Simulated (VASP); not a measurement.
Band structure of Gd (space group P6_3/mmc). Calculation: PBE GGA, VASP's PBE PAW potentials (set 64) (plane waves; VASP).

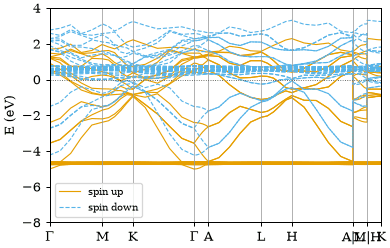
Bands along high-symmetry lines, zero at the valence-band maximum or, without a gap, the Fermi level

Task: Read the plot: is there a gap, and where are the band edges?

Result: It has no gap at this level: it comes out as a metal or semimetal.

The structure was generated: Gd was put into an ordered model structure, which need not be its known phase. The cell was not relaxed at this level.
